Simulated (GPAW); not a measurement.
# Polarising a 2-layer slab of Sr(111) with a field along the normal

The dipole of the cell at several fields, atoms fixed. What does the strongest field give, and what length does the slope stand for?

**Method.** GPAW 26.7.0, plane waves (400 eV), PAW setups, PBE, 9×9 mesh, a dipole layer in the vacuum; geometry relaxed without an applied field with GPAW. The cell's area is 16.01 Å², and e/ε0 = 180.95 V Å.

The runs, one held back:

| field (V/Å) | dipole (e Å) |
| --- | --- |
| −0.2 | −0.1567 |
| −0.1 | −0.0781 |
| −0.05 | −0.0390 |
| 0.05 | 0.0390 |
| 0.1 | 0.0781 |
| 0.2 | 0.1566 |
| 0.3 | ? |

**Question.** What is the dipole at 0.3 V/Å?

Worked answer. A line through the 6 points has the slope α = 0.783 e Å per V/Å and the intercept p₀ = −0.0000 e Å (r.m.s. residual 1.4e−04). At 0.3 V/Å it gives p = −0.0000 + 0.783 × 0.3 = 0.2348 e Å; the run gives 0.2362 e Å, so the response stays linear to 0.6 % of the induced part. Dividing by ε0 and the area: α/(ε0 A) = 0.783 × 180.95 / 16.01 = 8.85 Å, against 3.29 Å between the outer nuclei. A metal screens fully, so the excess of 5.56 Å puts the image planes about 2.78 Å outside the outer atoms on average.

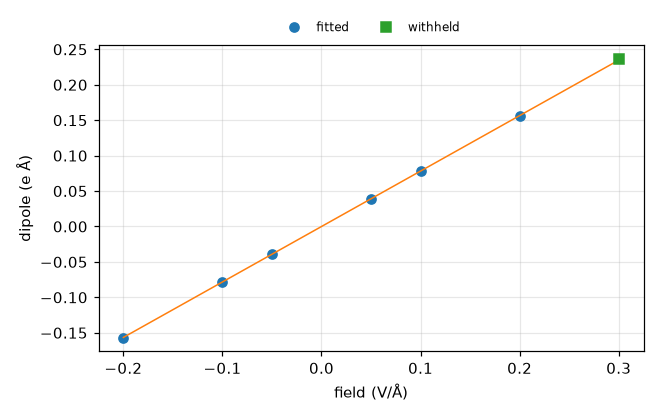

The line and the withheld run.

Caveats: This is the electronic response alone; ions that move would add to it in polar layers. No run was spin-polarised, so magnetic states weren't tested.
